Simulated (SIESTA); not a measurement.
**Converging the k-point mesh at a smearing width of 0.02 eV: Li (Im-3m, 1 atom in the cell)**

```
CELL_PARAMETERS angstrom
     -1.75023     1.75023     1.75023
      1.75023    -1.75023     1.75023
      1.75023     1.75023    -1.75023
ATOMIC_POSITIONS crystal
  Li 0.00000 0.00000 0.00000
```

Level of theory: GGA PBEsol, numerical atomic orbitals TZP, PseudoDojo PBEsol standard norm-conserving potentials (rewritten from UPF to PSML) in SIESTA.

Base settings: XC.functional = GGA; XC.authors = PBEsol; potentials = PseudoDojo PBEsol standard; PAO.BasisSize = TZP; PAO.EnergyShift = 0.01 Ry; MeshCutoff = 350 Ry; kgrid.MonkhorstPack = 13 13 13; OccupationFunction = MP; OccupationMPOrder = 0; ElectronicTemperature = 1160.45 K.

In this ladder: ElectronicTemperature = 232.09 K.

Only quantities that move along the ladder and can be compared are tabulated.

The starting cell has typed, rounded lattice constants, without a prior relaxation at this level. Its lattice was rescaled by up to half a per cent. Values carry the incompleteness of an atom-centred basis.

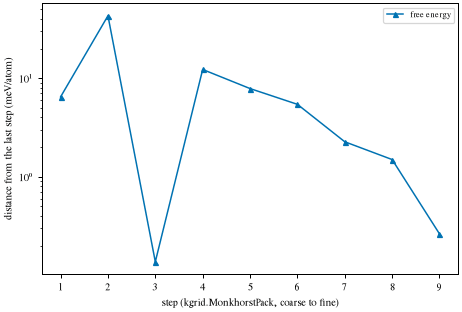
Figure. Distance from the last step along the ladder; very small values are drawn at a floor.

```tsv
kgrid.MonkhorstPack	free energy less the last step's (meV/atom)	pressure (GPa)
5 5 5	6.46	-0.38
6 6 6	43.02	-0.21
7 7 7	-0.14	-0.29
8 8 8	12.26	-0.28
10 10 10	7.85	-0.31
12 12 12	5.43	-0.29
14 14 14	2.26	-0.32
17 17 17	1.49	-0.37
26 26 26	-0.26	-0.36
31 31 31	0.00	-0.36
```

Coarsest kgrid.MonkhorstPack that holds the pressure within 0.1 GPa of the last step, with all finer ones: 7 7 7; the step before is off by 0.15 GPa.

Coarsest kgrid.MonkhorstPack that holds the free energy within 2 meV/atom of the last step, with all finer ones: 17 17 17; the step before is off by 2.3 meV/atom.
